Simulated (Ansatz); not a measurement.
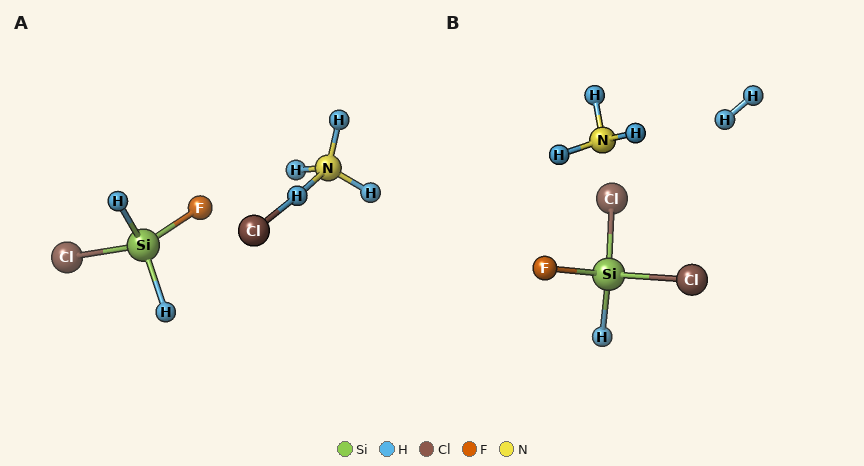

2 stationary structures of one formula. Geometries: PBE0-D4/def2-TZVP. Electronic energies: B2PLYP (frozen core)/def2-TZVPP (Ansatz 0.2.0), without zero-point energy. No frequency run is at hand to confirm each as a minimum. Each is one conformer, not always the lowest.

### Which structure is the most stable?

B is lowest; A lies 0.360 eV above it (a minimum).
